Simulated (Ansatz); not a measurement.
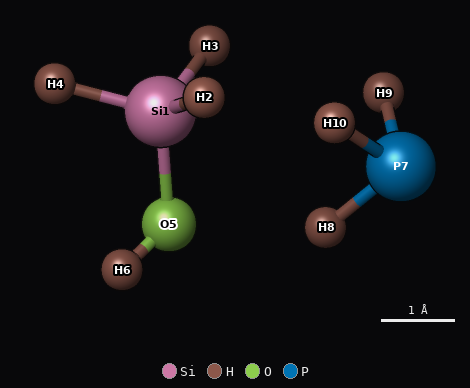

Fig. 1: The structure as given in the input (ball-and-stick view, seen at a tilt; atoms are numbered from 1 in the order of the input).

Geometry relaxation, with input and output: SiPH$_{7}$O

The run: geometry relaxation of SiPH$_{7}$O. Method and program: RKS LDA/6-31G* (Ansatz 0.2.0).

It belongs to a series of runs on one base structure; here: end point A relaxed. Figures and captions count atoms from 1; the log counts them from 0 in places.

The input:
```yaml
crystal:
  periodic: [false, false, false]
  atoms:
    - { symbol: Si, position_ang: [-0.12349, -0.019388, 0.035515] }
    - { symbol: H, position_ang: [0.065201, 0.13896, 1.49163] }
    - { symbol: H, position_ang: [1.207509, -0.006004, -0.638846] }
    - { symbol: H, position_ang: [-0.934585, 1.159049, -0.446314] }
    - { symbol: O, position_ang: [-0.896236, -1.427516, -0.406916] }
    - { symbol: H, position_ang: [-1.865413, -1.413099, -0.282447] }
    - { symbol: P, position_ang: [1.714913, -2.541552, 1.372246] }
    - { symbol: H, position_ang: [0.577174, -2.711515, 0.508217] }
    - { symbol: H, position_ang: [2.47588, -1.903619, 0.333494] }
    - { symbol: H, position_ang: [1.210048, -1.292817, 1.845821] }
basis:
  gaussian: { orbitals: "6-31G*" }
hamiltonian:
  xc: lda
relax:
  f_tol: 0.03
  max_steps: 50
```

Machine: 1 thread of Arm Neoverse V1, 24 GiB of memory available, shared host.

Launched with:
```bash
ansatz run input.yaml --threads 1 --pin off --max-ram 2048MiB --backend cpu --events-out ev --progress --plain --runs-dir out
```

Output:
```
The last accepted step is kept in [file] (removed where the run ends without a failure and the disk answers)
Engine: ansatz 0.2.0, aarch64-unknown-linux-gnu
Functional definition: SPW92
  exchange = slater_x
  correlation = pw_c
875 factors; their error is unknown
mean field evaluation 1: about -19238.3201 eV, gradient 5.3e1 eV
mean field evaluation 2: about -19213.5901 eV, gradient 1.2e2 eV
mean field evaluation 4: about -19243.4564 eV, gradient 4.6e0 eV
mean field evaluation 8: about -19243.5239 eV, gradient 6.2e-2 eV
mean field evaluation 16: about -19243.4715 eV, gradient 3.4e-5 eV
mean field -19243.47153352 eV, -707.1845351633 hartree, gradient 3.4e-5 eV, S^2 0.000000; 0 other end points of the search recorded, 0 dependent functions left out
the calculation of the forces begins
reference -19243.47156806 eV, -707.1845364326 hartree; 22, 22 occupied and 45, 45 virtual orbitals, 875 factors
relax step   1: F+E_penalty+E_count = -19243.47153352 eV  Δ(F+E_penalty+E_count) = +0.000e0 eV  max|allowed force component| = 6.709e-1 eV/Å  Δτ_max = 0.0000 Å  (24 SCF iters, accepted)
these checks for a lower state are left out or cut short: starts, cluster_reference, orbital_swaps, neighbouring_geometries, increment
875 factors; their error is unknown
mean field -19243.58947032 eV, -707.1888692610 hartree, gradient 1.3e-5 eV, S^2 0.000000; 0 other end points of the search recorded, 0 dependent functions left out
the calculation of the forces begins
reference -19243.58950543 eV, -707.1888705511 hartree; 22, 22 occupied and 45, 45 virtual orbitals, 875 factors
relax step   2: F+E_penalty+E_count = -19243.58947032 eV  Δ(F+E_penalty+E_count) = -1.179e-1 eV  max|allowed force component| = 1.639e-1 eV/Å  Δτ_max = 0.1949 Å  (25 SCF iters, accepted)
these checks for a lower state are left out or cut short: starts, cluster_reference, orbital_swaps, neighbouring_geometries, increment
875 factors; their error is unknown
mean field -19243.58822256 eV, -707.1888234064 hartree, gradient 1.8e-5 eV, S^2 0.000000; 0 other end points of the search recorded, 0 dependent functions left out
the calculation of the forces begins
reference -19243.58825807 eV, -707.1888247116 hartree; 22, 22 occupied and 45, 45 virtual orbitals, 875 factors
relax step   3: F+E_penalty+E_count = -19243.58822256 eV  Δ(F+E_penalty+E_count) = +1.248e-3 eV  max|allowed force component| = 4.116e-1 eV/Å  Δτ_max = 0.2000 Å  (26 SCF iters, rejected (line search))
these checks for a lower state are left out or cut short: starts, cluster_reference, orbital_swaps, neighbouring_geometries, increment
875 factors; their error is unknown
mean field evaluation 32: about -19243.6562 eV, gradient 4.4e-2 eV
mean field -19243.60344063 eV, -707.1893826603 hartree, gradient 9.8e-6 eV, S^2 0.000000; 0 other end points of the search recorded, 0 dependent functions left out
the calculation of the forces begins
reference -19243.60347588 eV, -707.1893839558 hartree; 22, 22 occupied and 45, 45 virtual orbitals, 875 factors
relax step   4: F+E_penalty+E_count = -19243.60344063 eV  Δ(F+E_penalty+E_count) = -1.397e-2 eV  max|allowed force component| = 2.865e-1 eV/Å  Δτ_max = 0.0975 Å  (26 SCF iters, accepted)
these checks for a lower state are left out or cut short: starts, cluster_reference, orbital_swaps, neighbouring_geometries, increment
875 factors; their error is unknown
mean field -19243.61165304 eV, -707.1896844609 hartree, gradient 9.2e-6 eV, S^2 0.000000; 0 other end points of the search recorded, 0 dependent functions left out
the calculation of the forces begins
reference -19243.61168837 eV, -707.1896857592 hartree; 22, 22 occupied and 45, 45 virtual orbitals, 875 factors
relax step   5: F+E_penalty+E_count = -19243.61165304 eV  Δ(F+E_penalty+E_count) = -8.212e-3 eV  max|allowed force component| = 9.868e-2 eV/Å  Δτ_max = 0.1000 Å  (26 SCF iters, accepted)
these checks for a lower state are left out or cut short: starts, cluster_reference, orbital_swaps, neighbouring_geometries, increment
875 factors; their error is unknown
mean field -19243.61536630 eV, -707.1898209204 hartree, gradient 5.9e-6 eV, S^2 0.000000; 0 other end points of the search recorded, 0 dependent functions left out
the calculation of the forces begins
reference -19243.61540157 eV, -707.1898222166 hartree; 22, 22 occupied and 45, 45 virtual orbitals, 875 factors
relax step   6: F+E_penalty+E_count = -19243.61536630 eV  Δ(F+E_penalty+E_count) = -3.713e-3 eV  max|allowed force component| = 1.237e-1 eV/Å  Δτ_max = 0.1500 Å  (27 SCF iters, accepted)
these checks for a lower state are left out or cut short: starts, cluster_reference, orbital_swaps, neighbouring_geometries, increment
875 factors; their error is unknown
mean field -19243.61691375 eV, -707.1898777883 hartree, gradient 1.8e-5 eV, S^2 0.000000; 0 other end points of the search recorded, 0 dependent functions left out
the calculation of the forces begins
reference -19243.61694909 eV, -707.1898790869 hartree; 22, 22 occupied and 45, 45 virtual orbitals, 875 factors
relax step   7: F+E_penalty+E_count = -19243.61691375 eV  Δ(F+E_penalty+E_count) = -1.547e-3 eV  max|allowed force component| = 5.501e-2 eV/Å  Δτ_max = 0.0210 Å  (26 SCF iters, accepted)
these checks for a lower state are left out or cut short: starts, cluster_reference, orbital_swaps, neighbouring_geometries, increment
875 factors; their error is unknown
mean field evaluation 64: about -19243.6174 eV, gradient 1.8e-5 eV
mean field -19243.61739829 eV, -707.1898955947 hartree, gradient 1.8e-5 eV, S^2 0.000000; 0 other end points of the search recorded, 0 dependent functions left out
the calculation of the forces begins
reference -19243.61743370 eV, -707.1898968960 hartree; 22, 22 occupied and 45, 45 virtual orbitals, 875 factors
relax step   8: F+E_penalty+E_count = -19243.61739829 eV  Δ(F+E_penalty+E_count) = -4.845e-4 eV  max|allowed force component| = 2.569e-2 eV/Å  Δτ_max = 0.0267 Å  (26 SCF iters, accepted)
```

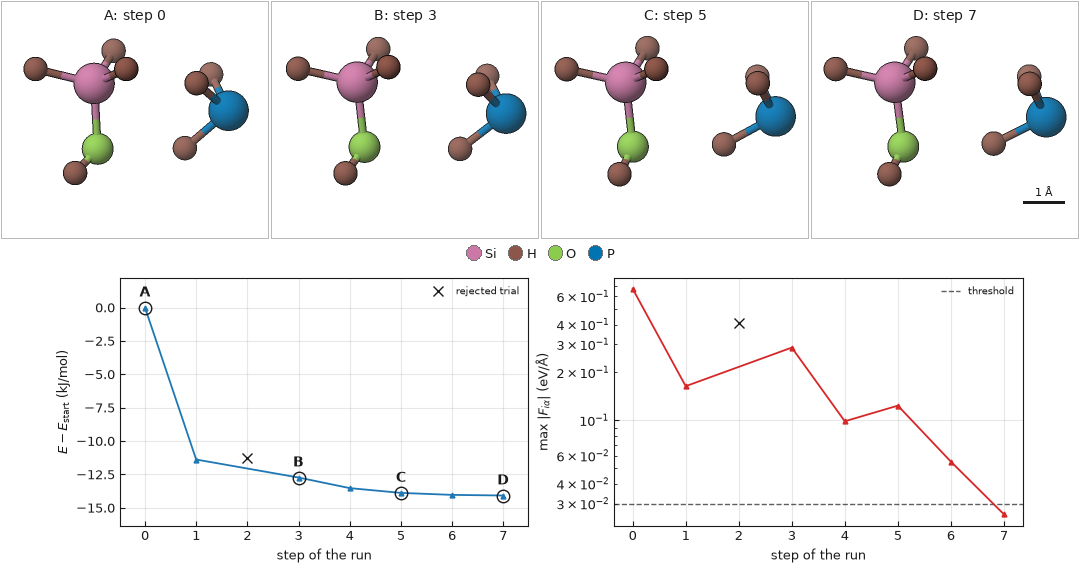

Fig. 2: Frames of the relaxation (ball-and-stick view, seen at a tilt) above the curves, on which the letters mark them (the first geometry is step 0 here and step 1 in the log).

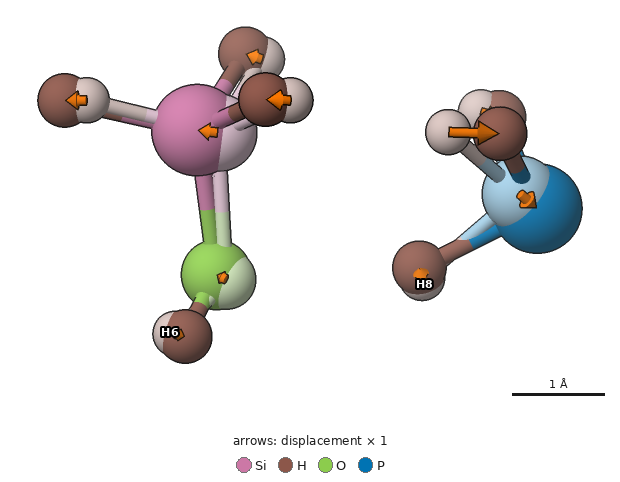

Fig. 3: Start (faint) and end (solid) with the displacements as orange arrows, at true length (ball-and-stick view, seen at a tilt). The two geometries are laid on each other by the best rigid fit. The largest move after the best rigid fit is that of H10, 0.57 Å. Largest moves by element: H 0.57 Å, P 0.28 Å, Si 0.23 Å, O 0.13 Å. Distances before and after: Si1–H2 1.477 → 1.506 Å, P7–H10 1.428 → 1.440 Å, P7–H8 1.439 → 1.445 Å. Among the angles that change: H4–Si1–O5 109.0° → 111.7°. After 7 geometry steps the energy has fallen by 14.1 kJ/mol. Largest force component: 0.67 eV/Å at the start, 0.026 eV/Å at the end. The line search rejected the trial step at point 2 (counted from 0) and went back. (Atoms are counted from 1 in the order of the input.)

```
875 factors; their error is unknown
mean field -19243.61739829 eV, -707.1898955947 hartree, gradient 1.8e-5 eV, S^2 0.000000; 1 other end points of the search recorded, 0 dependent functions left out
the calculation of the forces begins
reference -19243.61743370 eV, -707.1898968960 hartree; 22, 22 occupied and 45, 45 virtual orbitals, 875 factors
Total energy: -19243.61743370 eV, -707.1898968960 hartree
Atom 0 at    -0.251539     0.134456    -0.076693 Å, force     0.007306     0.002164     0.003793 eV/Å
Atom 1 at    -0.134089     0.321505     1.412976 Å, force     0.002115     0.005220     0.008899 eV/Å
Atom 2 at     1.111859     0.158372    -0.689451 Å, force    -0.001695    -0.004220    -0.001097 eV/Å
Atom 3 at    -1.064906     1.282807    -0.613487 Å, force    -0.004023    -0.003411    -0.004668 eV/Å
Atom 4 at    -0.910465    -1.336344    -0.496635 Å, force    -0.005334     0.000651    -0.003558 eV/Å
Atom 5 at    -1.829944    -1.487473    -0.204627 Å, force     0.003240    -0.002528    -0.001132 eV/Å
Atom 6 at     1.789313    -2.808791     1.348399 Å, force    -0.025691     0.025618    -0.007330 eV/Å
Atom 7 at     0.584377    -2.581275     0.584786 Å, force     0.016551    -0.009223    -0.000938 eV/Å
Atom 8 at     2.581950    -2.069087     0.402440 Å, force    -0.003427    -0.002734     0.002516 eV/Å
Atom 9 at     1.554446    -1.631672     2.144693 Å, force     0.010959    -0.011536     0.003516 eV/Å
Dipole moment:    -0.391040     0.278961     0.009080 e Å
```

Trajectory as extended XYZ (Å, eV, eV/Å), 8 frames, from step=1 to step=8:
```
10
Properties=species:S:1:pos:R:3:forces:R:3 step=1 energy=-19243.47153
Si   -0.1235   -0.0194    0.0355   -0.3229   0.2889  -0.6709
H     0.0652    0.1390    1.4916   -0.0712   0.2229   0.4338
H     1.2075   -0.0060   -0.6388    0.0173   0.0019   0.0013
H    -0.9346    1.1590   -0.4463    0.0071   0.0005   0.0025
O    -0.8962   -1.4275   -0.4069   -0.0491   0.0104   0.0227
H    -1.8654   -1.4131   -0.2824    0.0167  -0.0128  -0.0210
P     1.7149   -2.5416    1.3722    0.3312  -0.5443   0.0661
H     0.5772   -2.7115    0.5082   -0.0029  -0.0161   0.0084
H     2.4759   -1.9036    0.3335    0.0155   0.0009   0.0092
H     1.2100   -1.2928    1.8458    0.0583   0.0477   0.1478
10
Properties=species:S:1:pos:R:3:forces:R:3 step=2 energy=-19243.58947
Si   -0.1962    0.0756   -0.0153   -0.0584  -0.1322  -0.1164
H    -0.0264    0.2771    1.4577    0.0004   0.0382   0.1639
H     1.1557    0.0679   -0.6541   -0.0178   0.0268  -0.0211
H    -1.0155    1.2336   -0.5139   -0.0179   0.0333  -0.0828
O    -0.9137   -1.3791   -0.4091   -0.0070   0.1438   0.0041
H    -1.8843   -1.3969   -0.2965    0.0370  -0.0331   0.0063
P     1.8092   -2.6834    1.4037   -0.0430  -0.0378  -0.1582
H     0.6466   -2.7839    0.5523    0.0380  -0.0476   0.0484
H     2.5341   -1.9932    0.3688    0.0504  -0.0429   0.0125
H     1.3214   -1.4352    1.9187    0.0183   0.0516   0.1432
10
Properties=species:S:1:pos:R:3:forces:R:3 step=3 energy=-19243.58822 accepted=F
Si   -0.2514    0.1408   -0.0452    0.0192   0.1304   0.0888
H    -0.0885    0.3356    1.4570   -0.0842  -0.0068  -0.2687
H     1.0986    0.1520   -0.6815    0.0693   0.0104   0.0109
H    -1.0645    1.2905   -0.6056    0.0614  -0.0786   0.1316
O    -0.9240   -1.3194   -0.4670   -0.4116  -0.1038   0.1221
H    -1.8825   -1.4109   -0.2628    0.3605   0.0117  -0.0730
P     1.8479   -2.7623    1.3956    0.0414   0.0842   0.2605
H     0.6617   -2.8388    0.5851   -0.0151   0.1765  -0.0200
H     2.6029   -2.0746    0.3803   -0.1136   0.0536   0.0337
H     1.4307   -1.5303    2.0566    0.0727  -0.2776  -0.2860
10
Properties=species:S:1:pos:R:3:forces:R:3 step=4 energy=-19243.60344
Si   -0.2208    0.1085   -0.0334   -0.0099   0.0036  -0.0121
H    -0.0582    0.3046    1.4545   -0.0388   0.0057  -0.0472
H     1.1317    0.1130   -0.6688    0.0149   0.0125  -0.0033
H    -1.0369    1.2629   -0.5597    0.0193  -0.0117   0.0167
O    -0.9132   -1.3484   -0.4476   -0.2865   0.0069   0.0838
H    -1.8747   -1.4169   -0.2572    0.2804  -0.0050  -0.0519
P     1.8224   -2.7242    1.3972   -0.0005   0.0059   0.0298
H     0.6489   -2.8021    0.5644    0.0004   0.0519   0.0031
H     2.5618   -2.0292    0.3765   -0.0194   0.0043   0.0129
H     1.3700   -1.4857    1.9866    0.0401  -0.0742  -0.0316
10
Properties=species:S:1:pos:R:3:forces:R:3 step=5 energy=-19243.61165
Si   -0.2325    0.1191   -0.0505    0.0116  -0.0032  -0.0017
H    -0.0899    0.3141    1.4356   -0.0015   0.0127   0.0168
H     1.1235    0.1348   -0.6800    0.0022  -0.0067   0.0025
H    -1.0457    1.2723   -0.5779   -0.0106  -0.0035  -0.0123
O    -0.9118   -1.3456   -0.4562   -0.0987   0.0037   0.0048
H    -1.8612   -1.4399   -0.2401    0.0929  -0.0082  -0.0146
P     1.8164   -2.7615    1.3831   -0.0333   0.0311  -0.0075
H     0.6273   -2.7286    0.5669    0.0082   0.0173   0.0083
H     2.5704   -2.0453    0.3883   -0.0021  -0.0007   0.0104
H     1.4344   -1.5371    2.0432    0.0313  -0.0423  -0.0066
10
Properties=species:S:1:pos:R:3:forces:R:3 step=6 energy=-19243.61537
Si   -0.2374    0.1210   -0.0665   -0.0151   0.0033  -0.0303
H    -0.1174    0.2981    1.4256   -0.0221  -0.0120  -0.0108
H     1.1308    0.1449   -0.6701   -0.0190  -0.0026  -0.0102
H    -1.0531    1.2671   -0.6004    0.0152   0.0495   0.0105
O    -0.9098   -1.3352   -0.5157   -0.0909  -0.0594   0.0905
H    -1.8271   -1.4907   -0.2101    0.1237   0.0288  -0.0494
P     1.7874   -2.7837    1.3497   -0.0150   0.0041   0.0091
H     0.5673   -2.5955    0.6013    0.0148  -0.0059  -0.0252
H     2.5522   -2.0495    0.3772   -0.0096  -0.0029  -0.0028
H     1.5383   -1.5940    2.1213    0.0180  -0.0030   0.0187
10
Properties=species:S:1:pos:R:3:forces:R:3 step=7 energy=-19243.61691
Si   -0.2437    0.1274   -0.0719   -0.0004   0.0076  -0.0143
H    -0.1265    0.3082    1.4182   -0.0042   0.0016   0.0158
H     1.1218    0.1536   -0.6806   -0.0111  -0.0083  -0.0048
H    -1.0571    1.2760   -0.6057   -0.0009   0.0200  -0.0025
O    -0.9087   -1.3369   -0.5042   -0.0432  -0.0302   0.0262
H    -1.8261   -1.4915   -0.2040    0.0550   0.0127  -0.0211
P     1.7858   -2.7954    1.3508   -0.0417   0.0430  -0.0138
H     0.5756   -2.5902    0.5861    0.0357  -0.0031   0.0292
H     2.5640   -2.0601    0.3896    0.0064  -0.0044   0.0059
H     1.5459   -1.6086    2.1342    0.0044  -0.0389  -0.0206
10
Properties=species:S:1:pos:R:3:forces:R:3 step=8 energy=-19243.61740
Si   -0.2515    0.1345   -0.0767    0.0073   0.0022   0.0038
H    -0.1341    0.3215    1.4130    0.0021   0.0052   0.0089
H     1.1119    0.1584   -0.6895   -0.0017  -0.0042  -0.0011
H    -1.0649    1.2828   -0.6135   -0.0040  -0.0034  -0.0047
O    -0.9105   -1.3363   -0.4966   -0.0053   0.0007  -0.0036
H    -1.8299   -1.4875   -0.2046    0.0032  -0.0025  -0.0011
P     1.7893   -2.8088    1.3484   -0.0257   0.0256  -0.0073
H     0.5844   -2.5813    0.5848    0.0166  -0.0092  -0.0009
H     2.5819   -2.0691    0.4024   -0.0034  -0.0027   0.0025
H     1.5544   -1.6317    2.1447    0.0110  -0.0115   0.0035
```

Key numbers:

```tsv
quantity	value
outcome	converged
total energy	−19243.6174 eV
mean-field energy	−19243.6174 eV
largest force (length of the vector) at the end	0.037 eV/Å
wall time	15 s
peak memory	0.13 GiB
```
